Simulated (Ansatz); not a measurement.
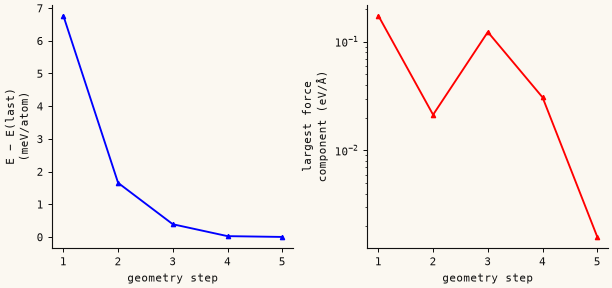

History of a geometry optimisation. The run: As (R-3m, 2 atoms in the cell), by DFT r2SCAN, scalar-relativistic, plane waves, PAW in Ansatz 0.2.0; cutoff 500 eV, 14×14×14 k-mesh, Gaussian smearing of 0.05 eV. The volume is held, while cell shape and atoms may move. A closing SCF on a freshly chosen basis isn't drawn.

The optimisation met its thresholds at geometry 5, counting the start as the first. The energy fell by about 6.8 meV/atom from the first step to the last. The largest force component goes from about 0.17 eV/Å at the start to 1.6 × 10⁻³ eV/Å at the end. The cell changes shape at fixed volume (not drawn): a, b and c change by +3 %, +3 % and +3 %.
